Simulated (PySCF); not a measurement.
## C₂H₃ClFIn: property calculation

C₂H₃ClFIn, SMILES C=[CH][In]([F])[Cl], computed with HF/ccECP-cc-pVDZ, RHF, core potentials ccecp (PySCF 2.14.0).

The geometry comes from this level: PBE0-D4/def2-TZVP.

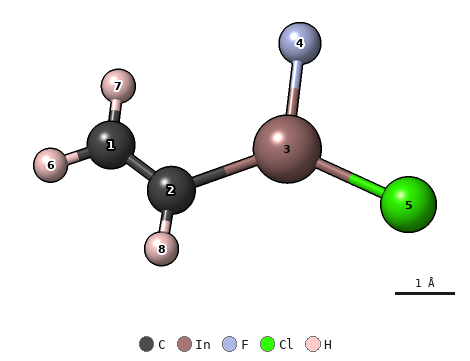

The structure (ball-and-stick view, seen at a tilt; atoms are numbered from 1 in the order of the input). Sticks mark near contacts.

## Summary

```json
{"quantity": "outcome", "value": "converged"}
{"quantity": "total energy", "value": "−53.381169 hartree"}
{"quantity": "basis functions", "value": "80"}
{"quantity": "HOMO", "value": "−11.32 eV"}
{"quantity": "LUMO", "value": "0.98 eV"}
{"quantity": "dipole moment", "value": "4.70 D"}
{"quantity": "hardware", "value": "1 thread of Intel Xeon (Sapphire Rapids), 16 GiB of memory available, shared host"}
{"quantity": "wall time", "value": "6.6 s"}
{"quantity": "peak memory", "value": "0.16 GiB"}
```

## Input (calc.py)
```python
# C=[CH][In]([F])[Cl]
from pyscf import gto, scf

system = gto.Mole()
system.atom = '''
C     -1.822263    -0.439172     2.231767
C      0.428212     0.366418     1.465105
In     1.384035     0.241885    -2.390693
F     -1.162937    -1.091317    -4.693702
Cl     4.970358     1.397830    -4.587688
H     -2.352142    -0.389662     4.217869
H     -3.234644    -1.179567     0.940895
H      1.789382     1.093773     2.816259
'''
system.max_memory = 1860
system.basis = 'ccecp-cc-pvdz'
system.verbose = 3
system.unit = 'bohr'
system.spin = 0
system.ecp = {'C': 'ccecp', 'In': 'ccecp', 'F': 'ccecp', 'Cl': 'ccecp', 'H': 'ccecp'}
system.build()

mf = scf.RHF(system)
mf.conv_tol = 1e-10
mf.kernel()
if not mf.converged:
    mf = mf.newton().run(mf.mo_coeff, mf.mo_occ)

energy = mf.e_tot
print('E = %.10f Eh' % energy)
mf.analyze()
quad = mf.quad_moment()
```

Launched with:
```bash
OMP_NUM_THREADS=1 python calc.py
```

## Output
```
converged SCF energy = -53.3811690783533
E = -53.3811690784 Eh
**** MO energy ****
MO #1   energy= -1.4923869280279   occ= 2
MO #2   energy= -1.07402606759505  occ= 2
MO #3   energy= -1.07093683497117  occ= 2
MO #4   energy= -0.807299988320139 occ= 2
MO #5   energy= -0.664106139344409 occ= 2
MO #6   energy= -0.620221832587277 occ= 2
MO #7   energy= -0.592957589946548 occ= 2
MO #8   energy= -0.568055853917466 occ= 2
MO #9   energy= -0.56616603799637  occ= 2
MO #10  energy= -0.513639865172153 occ= 2
MO #11  energy= -0.462795126589264 occ= 2
MO #12  energy= -0.461813224609669 occ= 2
MO #13  energy= -0.437046359828612 occ= 2
MO #14  energy= -0.41602489267405  occ= 2
MO #15  energy= 0.0359770206554826 occ= 0
MO #16  energy= 0.052721382291028  occ= 0
MO #17  energy= 0.126008824610699  occ= 0
MO #18  energy= 0.142019663838268  occ= 0
MO #19  energy= 0.152263859811413  occ= 0
MO #20  energy= 0.224005411221498  occ= 0
MO #21  energy= 0.265936578643848  occ= 0
MO #22  energy= 0.266463907495892  occ= 0
MO #23  energy= 0.276961863990117  occ= 0
MO #24  energy= 0.329709746166464  occ= 0
MO #25  energy= 0.368547251916251  occ= 0
MO #26  energy= 0.427043323321086  occ= 0
MO #27  energy= 0.447341104652244  occ= 0
MO #28  energy= 0.476809504762827  occ= 0
MO #29  energy= 0.480230900837579  occ= 0
MO #30  energy= 0.532233632387371  occ= 0
MO #31  energy= 0.639023490021765  occ= 0
MO #32  energy= 0.656481427521958  occ= 0
MO #33  energy= 0.696171136279974  occ= 0
MO #34  energy= 0.776845029013125  occ= 0
MO #35  energy= 0.793047450294592  occ= 0
MO #36  energy= 0.822759988744298  occ= 0
MO #37  energy= 0.865192115685886  occ= 0
MO #38  energy= 0.918487795030839  occ= 0
MO #39  energy= 0.981403912574196  occ= 0
MO #40  energy= 0.994053733062922  occ= 0
MO #41  energy= 1.02534053616203   occ= 0
MO #42  energy= 1.02714762583499   occ= 0
MO #43  energy= 1.03645711528311   occ= 0
MO #44  energy= 1.04324648378516   occ= 0
MO #45  energy= 1.0788238481777    occ= 0
MO #46  energy= 1.14507741088158   occ= 0
MO #47  energy= 1.15846770434041   occ= 0
MO #48  energy= 1.21891007931176   occ= 0
MO #49  energy= 1.25683251440331   occ= 0
MO #50  energy= 1.2627823515654    occ= 0
MO #51  energy= 1.36092415041101   occ= 0
MO #52  energy= 1.39710816991725   occ= 0
MO #53  energy= 1.43269132795895   occ= 0
MO #54  energy= 1.49294786079216   occ= 0
MO #55  energy= 1.68681177912986   occ= 0
MO #56  energy= 1.72546461038371   occ= 0
MO #57  energy= 1.73786799649769   occ= 0
MO #58  energy= 1.81428896777013   occ= 0
MO #59  energy= 1.84813505864316   occ= 0
MO #60  energy= 1.84837066255105   occ= 0
MO #61  energy= 1.94277492553717   occ= 0
MO #62  energy= 1.96782810020682   occ= 0
MO #63  energy= 2.09019210734162   occ= 0
MO #64  energy= 2.17504096996707   occ= 0
MO #65  energy= 2.17897645652365   occ= 0
MO #66  energy= 2.28367581909557   occ= 0
MO #67  energy= 2.40312108889028   occ= 0
MO #68  energy= 2.50798288575109   occ= 0
MO #69  energy= 2.9021515319027    occ= 0
MO #70  energy= 3.00081781944284   occ= 0
MO #71  energy= 3.12477905421634   occ= 0
MO #72  energy= 3.32755615541865   occ= 0
MO #73  energy= 3.74733830506904   occ= 0
MO #74  energy= 4.24375691584037   occ= 0
MO #75  energy= 4.24516773044907   occ= 0
MO #76  energy= 4.24833307587305   occ= 0
MO #77  energy= 4.26074820627501   occ= 0
MO #78  energy= 4.2631788905922    occ= 0
MO #79  energy= 5.03321693233307   occ= 0
MO #80  energy= 8.97704715588938   occ= 0
 ** Mulliken atomic charges  **
charge of    0C =     -0.15889
charge of    1C =     -0.39385
charge of    2In =      1.15827
charge of    3F =     -0.62589
charge of    4Cl =     -0.36214
charge of    5H =      0.12456
charge of    6H =      0.12727
charge of    7H =      0.13065
Dipole moment(X, Y, Z, Debye): -0.36885,  0.47063,  4.66666
Traceless quadrupole moment (Debye*A):
```

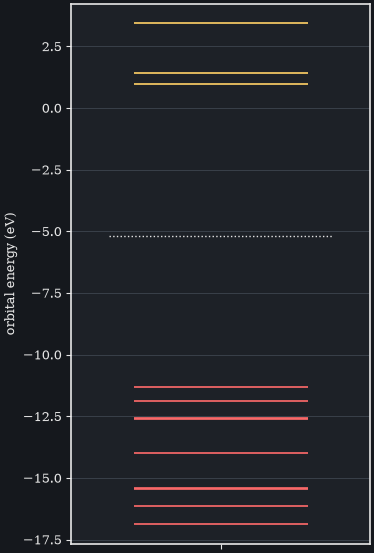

Orbital energies near the frontier; the dotted line parts filled from empty levels, and levels within 0.02 eV of each other stand side by side. Highest filled −11.32 eV, lowest empty 0.98 eV, 12.30 eV apart.
